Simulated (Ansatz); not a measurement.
Converging the k-point mesh at a smearing width of 0.05 eV: CuPd (P4mm, 2 atoms in the cell)

```yaml
crystal:
  lattice:
    - [2.96552, 0.00000, 0.00000]
    - [0.00000, 2.96552, 0.00000]
    - [0.00000, 0.00000, 2.96552]
  atoms:
    - { symbol: Cu, position: [0.00000, 0.00000, 0.01686] }
    - { symbol: Pd, position: [0.50000, 0.50000, 0.50000] }
```

Method of the run: PBEsol, default PAW files made with PBE (plane waves; Ansatz, a quantum-chemistry and plane-wave program).

Base settings: basis.ecutwfc = 420 eV; kpoints.mp_grid.grid = 11 11 11; hamiltonian.xc = pbesol; hamiltonian.pseudopotentials = {kind: paw} (the program's default PAW files); scf.occupations.method = gaussian; scf.occupations.width = 0.1 eV.

In this ladder: scf.occupations.width = 0.05 eV.

The second cell is the first with its lattice scaled by 0.98.

Only quantities that move along the ladder and can be compared are tabulated.

The count of work is k-points × plane waves × bands × iterations; it is no time. 

The starting cell comes from a database of computed structures (which also holds hypothetical and non-ambient phases and stackings), without a prior relaxation at this level. Its lattice was rescaled by up to half a per cent. One atom was moved a little off its site on purpose. Spin polarisation is off. Ansatz's pressure includes its estimate of the finite-basis (Pulay) stress.

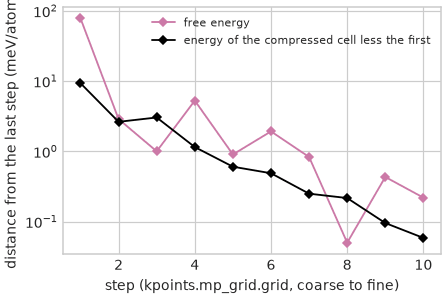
Distance from the last step along the ladder; very small values are drawn at a floor.

```csv
kpoints.mp_grid.grid,free energy less the last step's (meV/atom),energy of the compressed cell less the first (meV/atom),pressure (GPa),largest difference of a force vector from the last step's (eV/Å),count of work / last
4 4 4,78.18,35.93,1.43,0.016,0.012
5 5 5,2.87,23.99,-1.07,0.010,0.012
6 6 6,-1.00,29.65,0.06,0.009,0.027
7 7 7,5.27,25.47,-0.47,0.014,0.027
8 8 8,-0.90,27.22,-0.39,0.013,0.051
10 10 10,-1.92,27.11,-0.42,0.008,0.086
12 12 12,-0.83,26.37,-0.56,0.005,0.13
15 15 15,-0.04,26.84,-0.46,0.002,0.20
18 18 18,0.43,26.53,-0.51,0.001,0.37
22 22 22,0.22,26.68,-0.48,0.001,0.64
26 26 26,0.00,26.62,-0.50,0.000,1.0
```

Coarsest kpoints.mp_grid.grid that holds the energy of the compressed cell less the first within 1 meV/atom of the last step, with all finer ones: 8 8 8, at 0.051 of the last step's count of work; the step before is off by 1.1 meV/atom.

State of the free energy at the end of the ladder: still drifting one way, by 0.43 meV/atom over the last two steps, so the last step is no safe reference.

The energy difference between the two cells stays within 1 meV/atom of the last step's from 8 8 8 on, the total only from 12 12 12 on: much of the error is common to both cells and cancels.

Keys are those of Ansatz 0.2.
